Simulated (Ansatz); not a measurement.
```tsv
atom	x (Å)	y (Å)	z (Å)
S	0.0000	0.0000	-2.1821
S	0.0000	0.0000	2.1821
Sn	0.0000	0.0000	0.0000
```

Geometry: r2SCAN-D4/def2-TZVP; core potentials replace the inner electrons of Sn.

These are results of Ansatz, isolated molecule in a Gaussian basis; Kohn-Sham density functional theory, functional PBE0, not measurements.

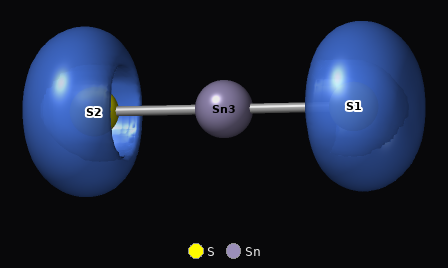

S₂Sn (SMILES [S]=[Sn]=[S]). Isosurface of the ELF at 0.8 (blue), seen from one side. Only the valence region is drawn (cores and ρ < 0.01 e/Å³ removed).

What do the ELF domains correspond to?

Answer. The ELF exceeds this value in two rings or bowls of non-bonding electrons around S. Along the contacts the grid gives the following. Sn–S (2.18 Å): the ELF peaks at about 0.70 in the valence shell of S, 0.9 Å from its nucleus, and drops to about 0.25 between the two atoms.
